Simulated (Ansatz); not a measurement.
# GaSiH4OF (SMILES [F][GaH][O][SiH3]): BLYP/6-31G(d) (spherical functions)

What is the vertical ionisation energy of GaSiH4OF at BLYP/6-31G* (spherical functions)? 

The calculation is run with Ansatz 0.2.0.

130 further runs of the same task are left out: 3 that didn't finish, 127 set aside as unsound or not needed.

### Step 1. Starting point

GaSiH4OF: 8 atoms, total charge 0, spin state singlet. As SMILES, `[F][GaH][O][SiH3]`. The shape is that of a PBE0-D4/def2-TZVP optimisation. This is one conformer, not always the lowest.

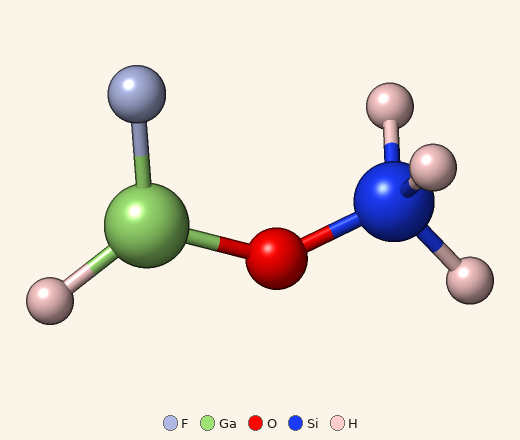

The structure, seen from a chosen angle (fluorine light blue, gallium green, oxygen red, silicon blue, hydrogen pink).

### Step 2. The energy at BLYP/6-31G(d) (spherical functions)

Contents of run.yaml:

```yaml
crystal:
  periodic: [false, false, false]
  atoms:
    - symbol: F
      position_ang: [0.857100, 1.472000, 1.846200]
    - symbol: Ga
      position_ang: [1.323900, 1.220200, 0.177500]
    - symbol: O
      position_ang: [0.322200, 0.024800, -0.644000]
    - symbol: Si
      position_ang: [-0.952800, -0.945800, -0.299100]
    - symbol: H
      position_ang: [2.493100, 1.984200, -0.463100]
    - symbol: H
      position_ang: [-1.287500, -1.717200, -1.523200]
    - symbol: H
      position_ang: [-0.618600, -1.894300, 0.796900]
    - symbol: H
      position_ang: [-2.137300, -0.143800, 0.108800]
basis:
  gaussian:
    orbitals: 6-31G_st_-spherical.json
hamiltonian:
  xc: {name: BLYP}
accuracy: high
output: {orbitals: {seedname: orbitals}}
```

The basis set 6-31G* is read from a file made from the Basis Set Exchange's data (not shown).

The run is started by

```console
ansatz run run.yaml --threads 1 --pin off --max-ram 3480MiB --events-out events.jsonl --progress --plain --runs-dir runs
```

Log:

```text
Warning: RAYON_NUM_THREADS=1 ignored (pool sized by the plan → 1); use --threads N
Functional definition: BLYP
  name "BLYP"
  parameter beta = 0.0042
  parameter a = 0.04918
  parameter b = 0.132
  parameter c = 0.2533
  parameter d = 0.349
  exchange = b88_x(beta = beta)
  correlation = lyp_c(a = a, b = b, c = c, d = d)
1863 factors; integrals over basis functions are off by at most 4.5e-9 eV
mean field evaluation 1: about -65069.6634 eV, gradient 7.8e1 eV
mean field evaluation 2: about -64975.6533 eV, gradient 2.1e2 eV
mean field evaluation 4: about -65078.5014 eV, gradient 2.8e1 eV
mean field evaluation 8: about -65079.7570 eV, gradient 6.2e-1 eV
mean field evaluation 16: about -65079.7483 eV, gradient 4.1e-5 eV
mean field -65079.74834083 eV, -2391.6366388876 hartree, gradient 1.3e-8 eV, S^2 0.000000; 0 other end points of the search recorded, 0 dependent functions left out
reference -65079.74840010 eV, -2391.6366410659 hartree; 33, 33 occupied and 53, 53 virtual orbitals, 1863 factors
Total energy: -65079.74840010 eV, -2391.6366410659 hartree
```

Run time: 7.8 s. Hardware: 1 thread of Intel Xeon Platinum 8488C (Sapphire Rapids), shared host; peak memory 0.24 GiB.

### Step 3. The doublet cation at the same level

Contents of job.yaml:

```yaml
crystal:
  periodic: [false, false, false]
  atoms:
    - symbol: F
      position_ang: [0.857100, 1.472000, 1.846200]
    - symbol: Ga
      position_ang: [1.323900, 1.220200, 0.177500]
    - symbol: O
      position_ang: [0.322200, 0.024800, -0.644000]
    - symbol: Si
      position_ang: [-0.952800, -0.945800, -0.299100]
    - symbol: H
      position_ang: [2.493100, 1.984200, -0.463100]
    - symbol: H
      position_ang: [-1.287500, -1.717200, -1.523200]
    - symbol: H
      position_ang: [-0.618600, -1.894300, 0.796900]
    - symbol: H
      position_ang: [-2.137300, -0.143800, 0.108800]
basis:
  gaussian: {orbitals: 6-31G_st_-spherical.json}
total_charge: 1
magnetization: {spin_polarized: true, initial_magnetization: 1}
hamiltonian: {xc: {name: BLYP}}
accuracy: high
output: {orbitals: {seedname: orbitals}}
```

The basis set 6-31G* is read from a file made from the Basis Set Exchange's data (not shown).

The run is started by

```console
ansatz run job.yaml --threads 1 --pin off --max-ram 3480MiB --events-out events.jsonl --progress --plain --runs-dir runs
```

Log:

```text
Warning: RAYON_NUM_THREADS=1 ignored (pool sized by the plan → 1); use --threads N
Functional definition: BLYP
  name "BLYP"
  parameter beta = 0.0042
  parameter a = 0.04918
  parameter b = 0.132
  parameter c = 0.2533
  parameter d = 0.349
  exchange = b88_x(beta = beta)
  correlation = lyp_c(a = a, b = b, c = c, d = d)
1862 factors; integrals over basis functions are off by at most 4.5e-9 eV
mean field evaluation 1: about -65044.9121 eV, gradient 8.2e1 eV
mean field evaluation 2: about -64770.8325 eV, gradient 2.2e2 eV
mean field evaluation 4: about -65042.1103 eV, gradient 8.0e1 eV
mean field evaluation 8: about -65069.1189 eV, gradient 6.8e0 eV
mean field evaluation 16: about -65069.4109 eV, gradient 5.3e-2 eV
mean field evaluation 32: about -65069.3980 eV, gradient 2.2e-2 eV
mean field evaluation 64: about -65067.6163 eV, gradient 7.3e0 eV
mean field -65069.41107719 eV, -2391.2567514556 hartree, gradient 2.5e-8 eV, S^2 0.753710; 10 other end points of the search recorded, 0 dependent functions left out
reference -65069.41113764 eV, -2391.2567536774 hartree; 33, 32 occupied and 53, 54 virtual orbitals, 1862 factors
Total energy: -65069.41113764 eV, -2391.2567536774 hartree
```

Run time: 41 s. Hardware: 1 thread of Intel Xeon Platinum 8488C (Sapphire Rapids), shared host; peak memory 0.32 GiB.

### Step 4. Results

Level: BLYP/6-31G* (spherical functions).

| quantity | value |
| --- | --- |
| singlet GaSiH4OF: total energy | -2391.63664 Eh |
| singlet GaSiH4OF: HOMO energy | -7.11 eV |
| singlet GaSiH4OF: LUMO energy | -1.79 eV |
| singlet GaSiH4OF: HOMO–LUMO gap | 5.32 eV |
| doublet cation: total energy | -2391.25675 Eh |
| doublet cation: HOMO energy (highest over α and β) | -13.38 eV |
| doublet cation: ⟨S²⟩ | 0.754 |
| vertical ionisation energy (to the doublet cation) | 10.337 eV |

**Reading.** Removing an electron at fixed nuclei costs 10.34 eV (238 kcal/mol). The negative HOMO energy of the first species, 7.11 eV, lies 3.23 eV below that difference.
